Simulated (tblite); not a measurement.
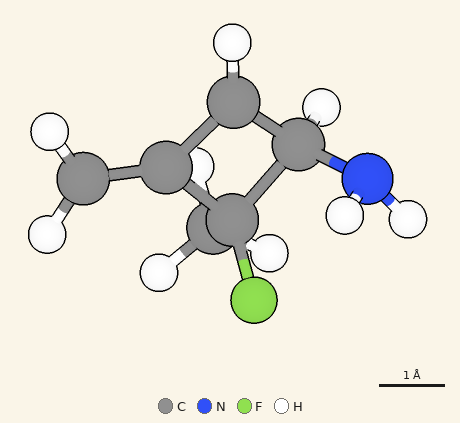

Starting structure of C6H9FN (multiplicity 2). Style: ball-and-stick. Shown from a free direction.

The calculation used GFN2-xTB geometry optimisation, gas phase (tblite).

```xyz
17

C    -1.2358    1.5397    1.3585
C    -0.5029    0.9218    0.4407
C     0.1529    1.3234   -0.8418
C     0.6708    0.0082   -1.0789
N     2.1383    0.0016   -1.0115
C     0.0712   -0.4950    0.3106
C    -0.9643   -1.5950    0.1697
F     1.0007   -0.8871    1.2398
H    -1.5110    2.5810    1.2310
H    -1.5867    1.0186    2.2517
H     0.1655    2.2412   -1.4082
H     0.2616   -0.4912   -1.9603
H     2.5246   -0.9374   -0.9906
H     2.4971    0.4325   -0.1634
H    -1.4656   -1.7740    1.1334
H    -1.7364   -1.3467   -0.5537
H    -0.4872   -2.5294   -0.1370
```

**Predict the outcome.**

The atom that moves furthest after the best rigid fit is H14 (0.13 Å). By element the largest moves are H 0.13 Å, F 0.09 Å, C 0.09 Å, N 0.09 Å. Near-neighbour distances that change, for instance: C2–C3 1.495 → 1.390 Å, C3–C4 1.433 → 1.500 Å, C1–C2 1.327 → 1.359 Å, C4–N5 1.469 → 1.441 Å. Among the angles between lasting bonds that change: N5–C4–C6 109.5° → 119.0°, N5–C4–H12 114.1° → 107.8°, C3–C4–N5 110.9° → 115.5°. Over 49 geometry steps the energy falls by 10.9 kcal/mol. The run took 0.45 s on 1 thread of Arm Neoverse N1, with other jobs on the host.

History of the run:

```
step  E − E(0), kcal/mol
   0                0.00
   1               -7.48
   2               -8.70
   3               -9.40
   4               -9.99
   5              -10.13
   6              -10.38
   7              -10.52
   8              -10.61
   9              -10.67
  10              -10.72
  12              -10.78
  14              -10.81
  16              -10.84
  18              -10.86
  20              -10.87
  22              -10.87
  24              -10.88
  26              -10.88
  28              -10.89
  31              -10.89
  33              -10.89
  35              -10.89
  37              -10.89
  39              -10.90
  41              -10.90
  43              -10.90
  45              -10.90
  47              -10.90
  49              -10.90
```

Final geometry:

```xyz
17

C    -1.2730    1.5334    1.3556
C    -0.4985    0.9342    0.4137
C     0.1120    1.3214   -0.7738
C     0.7444   -0.0139   -1.0308
N     2.1844   -0.0169   -1.0869
C     0.0294   -0.4884    0.2934
C    -0.9960   -1.5968    0.1826
F     0.9488   -0.8224    1.2795
H    -1.5433    2.5705    1.2680
H    -1.6120    0.9954    2.2220
H     0.1562    2.2426   -1.3198
H     0.3726   -0.5343   -1.9220
H     2.5388   -0.9673   -1.0934
H     2.5672    0.4520   -0.2719
H    -1.4981   -1.7309    1.1386
H    -1.7315   -1.3364   -0.5732
H    -0.5086   -2.5303   -0.0916
```

The end point in the same view:

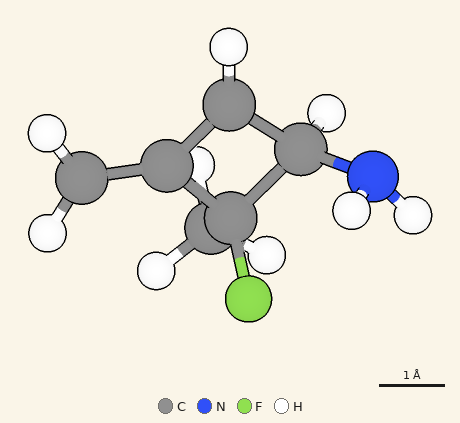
